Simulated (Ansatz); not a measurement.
NbN (rock salt), conventional cell a = 4.421 Å, b = 4.421 Å, c = 4.421 Å, α = 90.00°, β = 90.00°, γ = 90.00°. The calculation uses the primitive cell of 2 atoms, to which meshes and values per cell refer.

Equation-of-state scan: isotropic scaling of the cell above, V₀ being its volume. Symmetry pins the atoms to their sites.

Computed with PBE (plane waves to 420 eV, PAW, scalar-relativistic; Ansatz, a quantum-chemistry and plane-wave program). k mesh 18×18×18 (Γ-centred), Fermi-Dirac smearing 0.05 eV. Energies are smeared free energies. NbN is run without spin polarisation. NbN was relaxed with its symmetry unable to fall. This is a high-temperature form of NbN. The zero of ΔE is the relaxed starting cell.

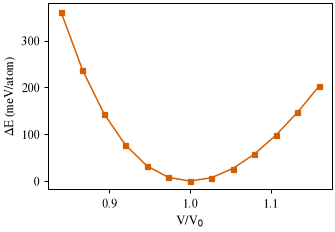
*ΔE (meV/atom) against V/V₀; one marker a computed point.*

Q: What is ΔE at V/V₀ = 0.840?

A: About 360 meV/atom.

Q: What is ΔE at V/V₀ = 1.160?

A: About 200 meV/atom.

Q: What bulk modulus B₀ follows from a third-order Birch-Murnaghan fit?

A: About 310 GPa.

(A scan under strain: stresses follow from slopes of the energy per volume, elastic moduli from its curvatures.)
